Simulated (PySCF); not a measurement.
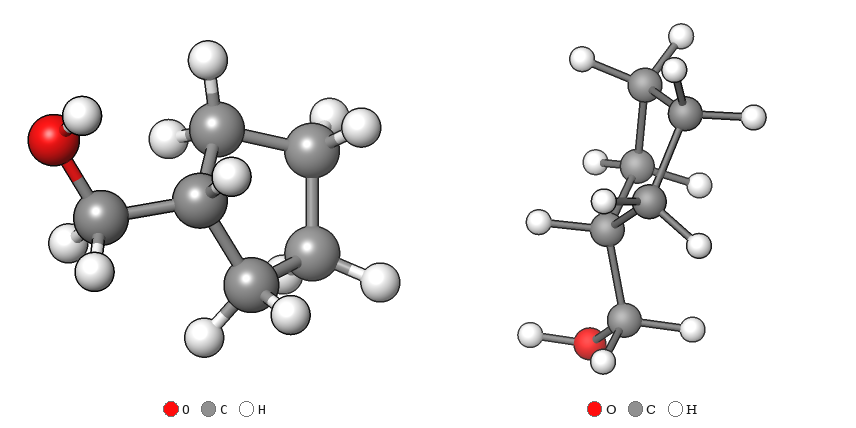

The same structure drawn twice, from different directions.

The geometry was computed by an optimisation with PBE0-D3(BJ)/def2-SVP. No frequency run is at hand to confirm it as a minimum.

Description:

It has 19 atoms: 6 carbon, 12 hydrogen and 1 oxygen (C₆H₁₂O). As SMILES it reads `OCC1CCCC1`. Independent rings (smallest set): 1 of 5 members. Among its groups: alcohol. The point group is C1. Coordination: 1 O bent; 6 C tetrahedral.

More results for the same structure follow; atom numbers are the same in all pictures, views and colours differ.

Shape

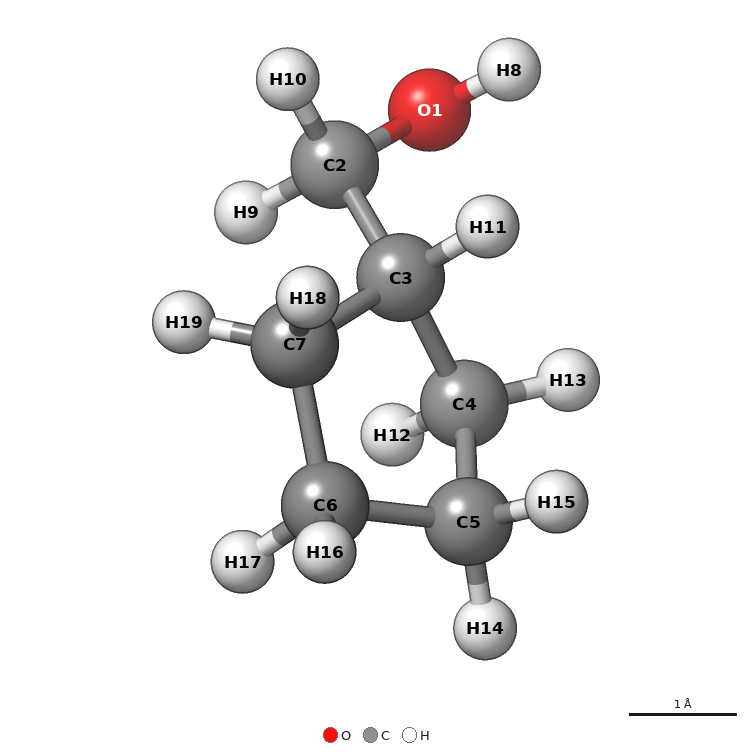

Numbered structure. No frequency run is at hand to confirm it as a minimum.

Which atoms are bonded, and how long are the bonds? Leave out bonds to hydrogen.

```tsv
bond	length (Å)	order
O1–C2	1.402	single
C2–C3	1.519	single
C3–C4	1.532	single
C3–C7	1.546	single
C4–C5	1.524	single
C5–C6	1.530	single
C6–C7	1.543	single
```

Ring current

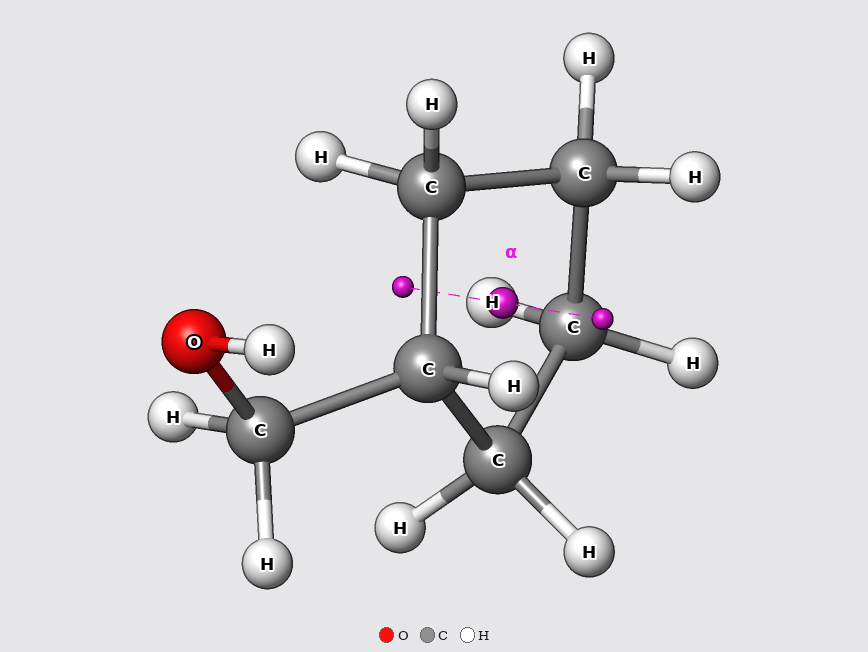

The small points mark where nucleus-independent chemical shifts (NICS) were computed: at the centre of each lettered ring and 1 Å above and below it. No frequency run is at hand to confirm it as a minimum. Level of theory: GIAO PBE0/pcSseg-1 NMR shielding, non-relativistic, gas phase (PySCF 2.14.0).

Give NICS(0), NICS(1) and the out-of-plane component NICS(1)zz for each ring (means of the two sides).

```json
{"ring": "α", "members": "C5", "NICS(0)": "−5.3", "NICS(1)": "−4.0", "NICS(1)zz": "−3.6"}
```

Values in ppm.

> What do the values say about the ring currents?

Ring α: weak, as in a non-aromatic ring. NICS is one index among several.

Levels of theory compared

No frequency run is at hand to confirm it as a minimum. Program: PySCF 2.14.0.

At this fixed geometry, give dipole (D), HOMO–LUMO gap (eV), HOMO energy (eV) at these levels: B3LYP/pcJ-1; PBE0/def2-SVPD; PBE0/pcSseg-1; WP04/pcSseg-1.

```json
{"level": "B3LYP/pcJ-1", "dipole (D)": "1.68", "HOMO–LUMO gap (eV)": "8.20", "HOMO energy (eV)": "−7.36"}
{"level": "PBE0/def2-SVPD", "dipole (D)": "1.71", "HOMO–LUMO gap (eV)": "8.32", "HOMO energy (eV)": "−7.78"}
{"level": "PBE0/pcSseg-1", "dipole (D)": "1.67", "HOMO–LUMO gap (eV)": "8.79", "HOMO energy (eV)": "−7.64"}
{"level": "WP04/pcSseg-1", "dipole (D)": "1.72", "HOMO–LUMO gap (eV)": "8.39", "HOMO energy (eV)": "−8.77"}
```

Core levels

No frequency run is at hand to confirm it as a minimum. Level of theory: delta-SCF UKS SCAN, pcX-2 on the ionised atom, pcseg-1 elsewhere, spin-free X2C (PySCF 2.14.0).

Give the core-electron binding energies (to vacuum) of O1 1s, C2 1s, C3 1s, C4 1s, C5 1s.

| atom | level | binding energy (eV) |
| --- | --- | --- |
| O1 | 1s | 538.6 |
| C2 | 1s | 291.9 |
| C3 | 1s | 290.4 |
| C4 | 1s | 290.2 |
| C5 | 1s | 290.4 |
